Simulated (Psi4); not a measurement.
**NClO (SMILES O=NCl): r2SCAN/aug-pcseg-1 (sweep point 2)**

Aim: the vertical singlet–triplet gap of NClO at r2SCAN/aug-pcseg-1 (sweep point 2), from 2 runs. 

The calculation is run with Psi4 1.11.

### 1 The system as given

NClO has 3 atoms, charge 0, and is taken as a singlet. As SMILES, `O=NCl`. Geometry: relaxed at PBE0-D4/def2-TZVP.

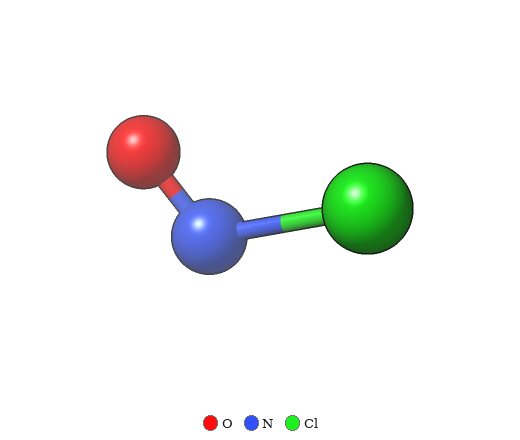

The structure, seen from a chosen angle (oxygen red, nitrogen blue, chlorine green).

### 2 The energy at r2SCAN/aug-pcseg-1 (sweep point 2)

File job.inp:

```
memory 1600 mb

molecule {
  0 1
  O      1.88987730    -0.63935104     0.97109246
  N      0.09836024    -1.13298530    -0.06772778
  Cl    -1.98823755     1.77237413    -0.90336468
  units au
  symmetry c1
}

set basis aug-pcseg-1
set reference rks
set puream true
set scf_type pk
set dft_radial_points 99
set dft_spherical_points 590

energy("r2scan")
print_variables()
```

On the command line:

```
psi4 -n 1 job.inp job.out
```

job.out:

```text
[...]
  Running in c1 symmetry.
[...]
  Nuclear repulsion =   86.249462504847045
[...]
  Multiplicity = 1
[...]
  Nalpha       = 16
  Nbeta        = 16
[...]
    Number of basis functions: 73
[...]
   @RKS iter   1:  -589.92533934619053   -2.40816e-01   4.15462e-03 DIIS/ADIIS
[...]
   @RKS iter   8:  -589.96449404687428   -1.80256e-07   6.64989e-07 DIIS
[...]
    Orbital Energies [Eh]
    ---------------------
    Doubly Occupied:
       1A   -101.176011     2A    -19.125492     3A    -14.387943
       4A     -9.357689     5A     -7.107543     6A     -7.100677
       7A     -7.098176     8A     -1.285134     9A     -0.799433
      10A     -0.673937    11A     -0.541465    12A     -0.541200
      13A     -0.510532    14A     -0.305499    15A     -0.294982
      16A     -0.284045
[...]
  @RKS Final Energy:  -589.96449404687428
   => Energetics <=
    Nuclear Repulsion Energy =             86.2494625048470454
    One-Electron Energy =                -983.5104440634793264
    Two-Electron Energy =                 350.7675660333496808
    DFT Exchange-Correlation Energy =     -43.4710785215917568
    Empirical Dispersion Energy =           0.0000000000000000
    VV10 Nonlocal Energy =                  0.0000000000000000
    Total Energy =                       -589.9644940468742789
[...]
 Multipole Moments:
 ------------------------------------------------------------------------------------
     Multipole            Electronic (a.u.)      Nuclear  (a.u.)        Total (a.u.)
 ------------------------------------------------------------------------------------
 L = 1.  Multiply by 2.5417464519 to convert [e a0] to [Debye]
 Dipole X            :         -0.2040964            0.7519124            0.5478160
 Dipole Y            :          0.1595113           -0.5940577           -0.4345464
 Dipole Z            :         -0.0000000           -0.0000000           -0.0000000
 Magnitude           :                                                    0.6992374
[...]
```

Run time: 11 s. Hardware: 1 thread of Intel Xeon at 2.70GHz, shared host; peak memory 1.1 GiB.

### 3 The triplet, same level

File clno.in:

```
memory 1600 MB

molecule {
  0 3
  O      1.88987730    -0.63935104     0.97109246
  N      0.09836024    -1.13298530    -0.06772778
  Cl    -1.98823755     1.77237413    -0.90336468
  units au
  symmetry c1
}

set {
  basis                aug-pcseg-1
  reference            uks
  puream               true
  scf_type             pk
  dft_radial_points    99
  dft_spherical_points 590
  maxiter              100
}

e, wfn = energy('r2scan', return_wfn=True)
```

On the command line:

```
psi4 -n 1 clno.in clno.out
```

clno.out:

```text
[...]
  Running in c1 symmetry.
[...]
  Nuclear repulsion =   86.249462504847045
[...]
  Multiplicity = 3
[...]
  Nalpha       = 17
  Nbeta        = 15
[...]
    Number of basis functions: 73
[...]
   @UKS iter   1:  -589.78127307339003   -9.67501e-02   6.08802e-03 ADIIS/DIIS
[...]
   @UKS iter  11:  -589.88460559770908   -8.29766e-09   3.97620e-07 DIIS
[...]
   @S^2 Observed:                2.011154825E+00
[...]
    Orbital Energies [Eh]
    ---------------------
    Alpha Occupied:
       1A   -101.226213     2A    -19.096621     3A    -14.326644
       4A     -9.403788     5A     -7.163678     6A     -7.143451
       7A     -7.143134     8A     -1.257164     9A     -0.835681
      10A     -0.676273    11A     -0.542647    12A     -0.531423
      13A     -0.507786    14A     -0.332853    15A     -0.326954
      16A     -0.326360    17A     -0.192389
    Alpha Virtual:
      18A     -0.114454    19A      0.040842    20A      0.052813
      21A      0.066108    22A      0.071353    23A      0.097604
      24A      0.108011    25A      0.115325    26A      0.142954
[...]
  @UKS Final Energy:  -589.88460559770908
   => Energetics <=
    Nuclear Repulsion Energy =             86.2494625048470454
    One-Electron Energy =                -983.3297074712048698
    Two-Electron Energy =                 350.7199848807704825
    DFT Exchange-Correlation Energy =     -43.5243455121218119
    Empirical Dispersion Energy =           0.0000000000000000
    VV10 Nonlocal Energy =                  0.0000000000000000
    Total Energy =                       -589.8846055977090828
[...]
 Multipole Moments:
 ------------------------------------------------------------------------------------
     Multipole            Electronic (a.u.)      Nuclear  (a.u.)        Total (a.u.)
 ------------------------------------------------------------------------------------
 L = 1.  Multiply by 2.5417464519 to convert [e a0] to [Debye]
 Dipole X            :         -0.7004857            0.7519124            0.0514267
 Dipole Y            :          0.5444968           -0.5940577           -0.0495609
 Dipole Z            :         -0.0000000           -0.0000000           -0.0000000
 Magnitude           :                                                    0.0714212
[...]
```

Wall time 23 s (1 thread of Intel Xeon at 2.70GHz, shared host); peak memory 1.1 GiB.

### 4 Summary of results

Level: r2SCAN/aug-pcseg-1 (sweep point 2).

```
                                        quantity          value
                           singlet: total energy  -589.96449 Eh
                          singlet: dipole moment         1.78 D
                            singlet: HOMO energy       -7.73 eV
                            singlet: LUMO energy       -4.82 eV
                          singlet: HOMO–LUMO gap        2.91 eV
                           triplet: total energy  -589.88461 Eh
                          triplet: dipole moment         0.18 D
     triplet: HOMO energy (highest over α and β)       -5.24 eV
                                   triplet: ⟨S²⟩          2.011
vertical energy of the triplet above the singlet       2.174 eV
```

In words: At this shape the triplet lies 2.17 eV (210 kJ/mol) above the singlet.
